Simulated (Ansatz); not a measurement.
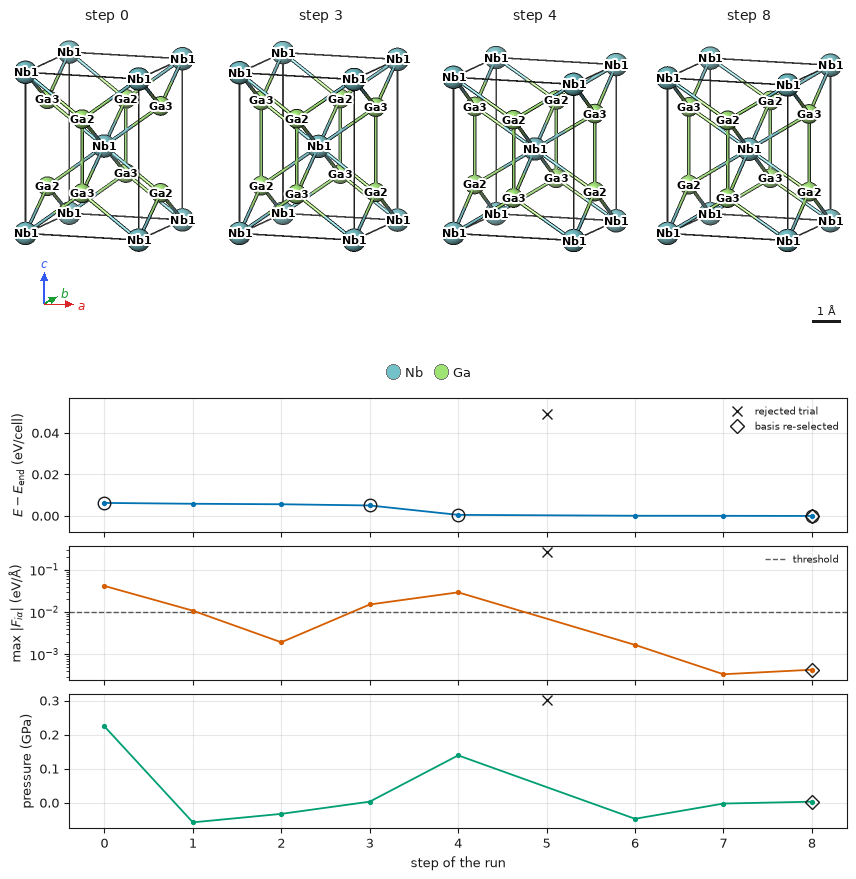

Frames of a relaxation of solid NbGa$_{2}$ (built on the marcasite type), marked on the history of the run. Style: ball-and-stick. Shown: the conventional cell (2 times the calculation's cell), slightly off an axis. Lengths and directions refer to the drawn axes.

Case: marcasite type (Pnnm, No. 58).

These are results of Ansatz 0.2.0, DFT PBE, scalar-relativistic, plane waves, PAW, not measurements. Set-up: plane-wave cutoff 420 eV; k-point mesh 14 × 14 × 14; occupations gaussian; smearing width 0.1 eV; no spin polarisation; cell and atoms relaxed; force threshold 0.01 eV/Å; at most 80 steps.

Q: What happens along the run?

A: The energy falls by 6.3 meV per cell of the calculation in 6 accepted moves (8 points after the start). Largest force component: 0.042 eV/Å at the start, 0.00044 eV/Å at the end. The pressure goes from 0.22 to 0.00 GPa. The line search rejected the trial step at point 5 of the run. The SCF was repeated once at an unchanged geometry on a basis and grid sized afresh for the cell, which shifted the energy by 0.1 meV per cell of the calculation at most. The largest moves relative to the cell, 0.11 Å, are those of Ga2 and Ga3. Ga3 goes along −c. Nb stays in place. The drawn cell changes as follows: a 4.332 → 4.597 Å (+6.1 %), b 4.694 → 4.596 Å (−2.1 %), c 5.889 → 5.683 Å (−3.5 %); the volume changes by +0.3 %. Near-neighbour distances that change, for instance: Ga2–Ga3 3.178 → 2.841 Å, Ga2–Ga3 (another image) 2.711 → 2.842 Å, Nb1–Ga2 2.686 → 2.702 Å, Nb1–Ga2 (another image) 2.710 → 2.702 Å. Bond angles that change, for instance: Nb1–Ga2–Nb1 107.5° → 116.6°, Nb1–Ga2–Ga3 126.3° → 121.7°, Nb1–Ga2–Nb1 120.0° → 116.5°. The space group (tolerance 0.01 Å) goes from Immm (No. 71) to I4/mmm (No. 139). From step 0 to 3: Ga atoms move most (0.03 Å), volume +0.3 %, energy −1.2 meV per cell of the calculation. From step 3 to 4: Ga atoms move most (0.09 Å), volume −0.2 %, energy −4.5 meV per cell of the calculation. From step 4 to 8: volume +0.1 %, energy −0.5 meV per cell of the calculation.

| step | E − E(0), meV/atom | largest force component, eV/Å | pressure, GPa | volume, Å³/atom | note |
| --- | --- | --- | --- | --- | --- |
| 0 | 0.00 | 0.0417 | 0.22 | 19.960 |  |
| 1 | -0.14 | 0.0108 | -0.06 | 20.026 |  |
| 2 | -0.22 | 0.0019 | -0.03 | 20.023 |  |
| 3 | -0.41 | 0.0152 | 0.00 | 20.022 |  |
| 4 | -1.92 | 0.0294 | 0.14 | 19.989 |  |
| 5 | 14.28 | 0.2646 | 0.30 | 19.942 | rejected |
| 6 | -2.06 | 0.0017 | -0.05 | 20.025 |  |
| 7 | -2.07 | 0.0003 | 0.00 | 20.016 |  |
| 8 | -2.09 | 0.0004 | 0.00 | 20.016 | same geometry, new basis |
